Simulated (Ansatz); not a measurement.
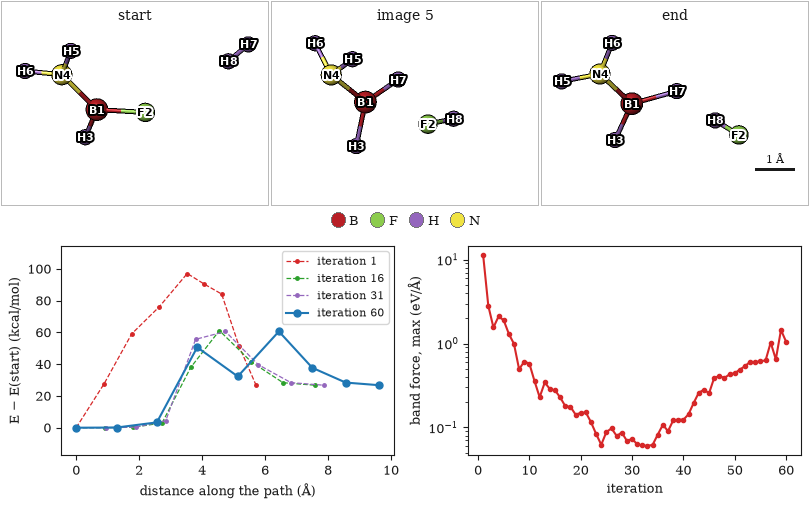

A search for the minimum-energy path of BNH5F, made up at the start of BNH3F and H2 by the nudged elastic band. Images are numbered from 0 (start) to 8 (end). The plot follows the band through its iterations. A ball-and-stick model, seen at a tilt.

These are results of RKS PBE/def2-mTZVP in Ansatz 0.2.0, not measurements. Run with 7 movable images; climbing image; force threshold 0.03 eV/Å; iteration limit 60; starting path through a guess of the saddle point.

> How did the profile develop, and is the result final?

The result isn't final. The band hadn't converged when the run stopped after 60 iterations. The largest component of the band force went from 11 to 1.1 eV/Å. The barrier read from it is provisional, though the highest image hardly moved in the last two iterations. The first iteration put the highest image at 97.1 kcal/mol. The energy climbs by 60.6 kcal/mol to image 5 and then falls by 33.9 kcal/mol, so the end point sits at +26.8 kcal/mol. The profile has 2 maxima (images 3, 5) with a dip at image 4 (+32.3 kcal/mol), which on an unconverged band is provisional.

Limits of the set-up: the start holds two separate molecules, 2.7 Å apart at their closest, whose relative position is a soft coordinate and is computed without a dispersion correction.

Cost: 7.9 min on 1 thread of Arm Neoverse V2 (shared host), peak memory 0.094 GiB.
